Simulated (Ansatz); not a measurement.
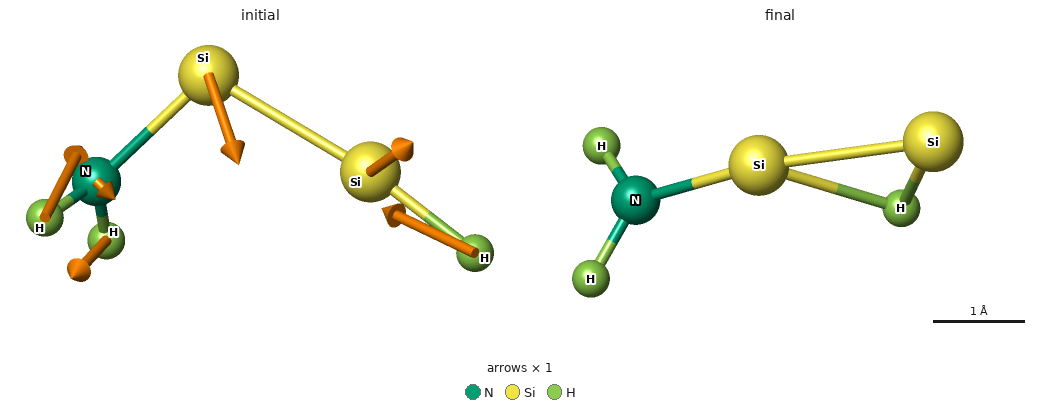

The structure of Si$_{2}$NH$_{3}$ before (left) and after (right) a relaxation, at one scale. The orange arrows give the displacements, at their true length.

A ball-and-stick model, seen at a tilt.

Method: Ansatz, RKS PBE0-D4/def2-TZVP. Set-up: force threshold 0.005 eV/Å; at most 200 steps.

### Describe what moved and what it gained.

The atom that moves furthest after the best rigid fit is an H atom (1.63 Å). By element the largest moves are H 1.63 Å, Si 1.21 Å, N 0.31 Å. Among the contacts that change: H–Si 3.679 → 1.771 Å, H–Si 1.506 → 1.637 Å, Si–Si 2.181 → 2.104 Å, N–Si 1.756 → 1.690 Å. Among the angles between lasting bonds that change: Si–Si–H 172.3° → 54.8°, N–Si–Si 108.4° → 166.9°, H–N–H 110.0° → 113.3°. Over 22 geometry steps the energy falls by 1.640 eV. Largest force component: 1.4 eV/Å at the start, 0.0032 eV/Å at the end. Cost: 42 s on 2 threads of Arm Neoverse V1 (shared host).
